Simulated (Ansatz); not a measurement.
# CH6BFSSi: what the fields show

```yaml
atoms:
  - { symbol: C, position_ang: [-0.8990, 1.1979, 0.2168] }
  - { symbol: Si, position_ang: [0.7439, 0.4126, 0.6943] }
  - { symbol: B, position_ang: [0.9931, -1.4398, -0.1090] }
  - { symbol: F, position_ang: [2.0818, -2.1322, 0.1862] }
  - { symbol: S, position_ang: [-0.1577, -2.2655, -1.2261] }
  - { symbol: H, position_ang: [-0.9746, 1.3296, -0.8669] }
  - { symbol: H, position_ang: [-1.0062, 2.1831, 0.6788] }
  - { symbol: H, position_ang: [-1.7411, 0.5823, 0.5473] }
  - { symbol: H, position_ang: [0.8396, 0.3014, 2.1734] }
  - { symbol: H, position_ang: [1.8662, 1.2756, 0.2408] }
  - { symbol: H, position_ang: [-1.0747, -1.2904, -1.2714] }
```

The calculation used RKS BHLYP/def2-SVP (Ansatz).

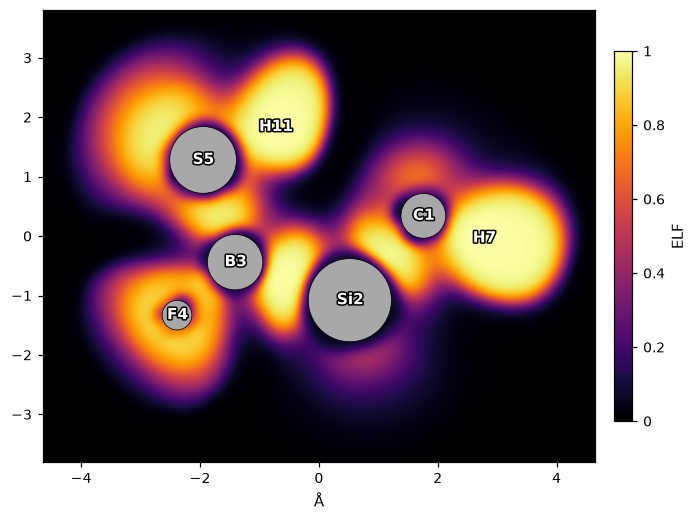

Figure 1. ELF on the plane of atoms C1, Si2 and B3. Grey discs cover the atomic cores.

Read the bonding off the picture.

Answer.
- Atoms in the plane: C, Si, B, F, S and H.
- B–F (1.32 Å): the ELF peaks at about 0.85 between the atoms: a shared but strongly polarised pair.
- B–S (1.80 Å): the ELF peaks at about 0.95 between the atoms, as expected for localised, covalent bonding.
- C–Si (1.88 Å): the ELF peaks at about 1 between the atoms, as expected for localised, covalent bonding.
- Si–B (2.03 Å): the ELF peaks at about 1 between the atoms; a covalent bond.
- C–H (1.09 Å): the ELF climbs to about 1 towards the hydrogen, as it does in any bond to H: a covalent bond by its length.
- The ELF also peaks beside F4 and S5, away from the bonds: lone-pair regions.

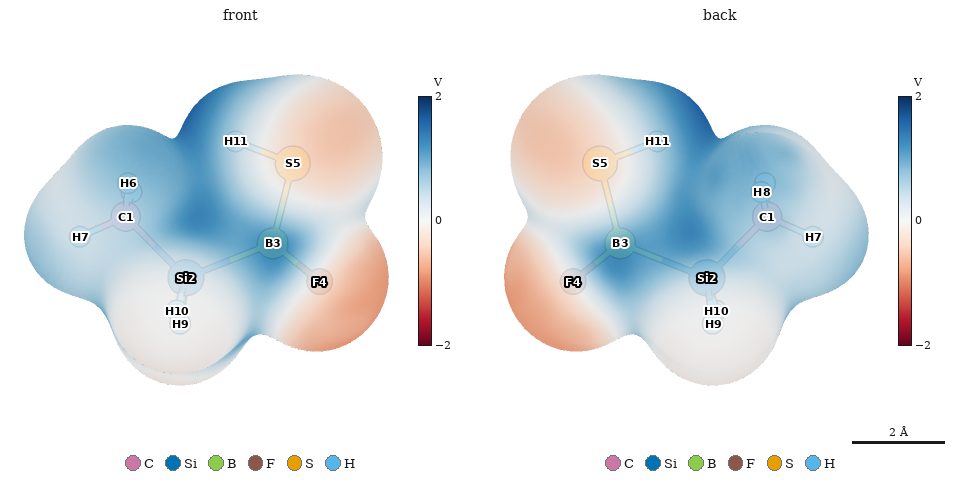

Figure 2. The molecular electrostatic potential painted on the density surface at 0.002 e/bohr³, seen from the front and from behind; red is negative and blue positive.

Describe the electrostatic potential map.

Answer. The most negative region (about −0.8 V, or −18 kcal/mol for a unit charge) lies over F4, the most positive (about +1.6 V, or +37 kcal/mol for a unit charge) over H11.

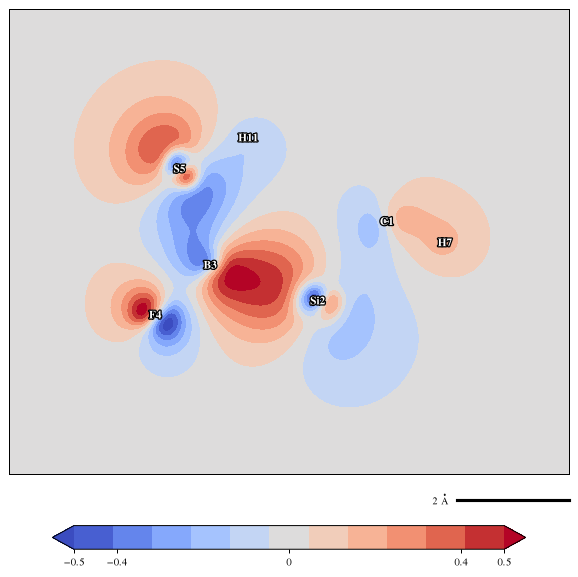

Figure 3. The HOMO on the plane of atoms C1, Si2 and B3 (values in Å⁻³ᐟ²; the overall sign is arbitrary).

Describe this orbital and give its energy.

Answer. Its weight (Hirshfeld) is mainly on Si2 (about 25 %), S5 (about 25 %), B3 (about 25 %) and F4 (about 10 %). Its energy is −9.13 eV.
